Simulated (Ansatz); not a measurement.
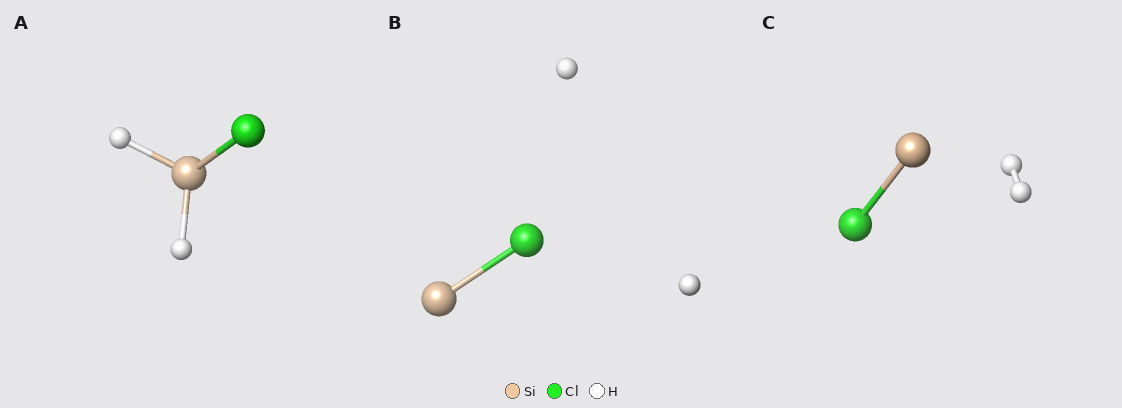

3 stationary structures of one formula. Charge 0, doublet. Geometries: PBE0-D4/def2-TZVP. Electronic energies: PBE0-D4/def2-TZVP (Ansatz 0.2.0), without zero-point energy. No frequency run is at hand to confirm each as a minimum.

> Which is lowest in energy, and by how much?

A is lowest (Cs); C lies 1.411 eV above it (Cs), B lies 5.981 eV above it.

The determinant isn't a pure spin state (⟨S²⟩ up to 1.76).
